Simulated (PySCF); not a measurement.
# C6H6O2Si: the cost of one run

Computed with PySCF 2.14.0 and routines of our own; the level stands in each step. Atoms count from 0.

## 1. The starting structure

15 atoms, charge 0, multiplicity 1; geometry from: GFN2-xTB.

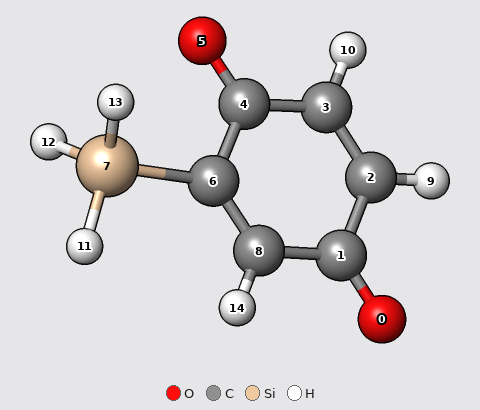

The starting geometry (oxygen red, carbon grey, silicon light orange, hydrogen white).

## 2. Geometry optimisation at HF/def2-SV(P)

What the job is given:

```
{"job": {"xc": "HF", "basis": "def2-SV(P)", "grid": 1, "kind": "geom"}, "charge": 0, "multiplicity": 1}
O     -2.268930     2.237165     0.034648
C     -1.600671     1.221464     0.027517
C     -2.221337    -0.121111     0.058296
C     -1.490943    -1.238036     0.051821
C     -0.019072    -1.190509     0.011283
O      0.669628    -2.195126     0.003743
C      0.618287     0.134928    -0.019833
Si     2.512627     0.016618    -0.068544
C     -0.128329     1.246085    -0.011603
H     -3.302137    -0.139955     0.088141
H     -1.938905    -2.222194     0.076456
H      3.005558     1.395247    -0.097212
H      2.886374    -0.695243    -1.285913
H      2.949962    -0.670124     1.142119
H      0.323476     2.228783    -0.032829
```

Started as:

```bash
$ OMP_NUM_THREADS=1 python excited_run.py task.json out
```

This one command runs all jobs of the session in turn.

**Question.** How long does this first job take on 1 thread of Arm Neoverse V1, shared host, and how much memory does it need?

About 41 s, with a peak of 0.6 GiB.
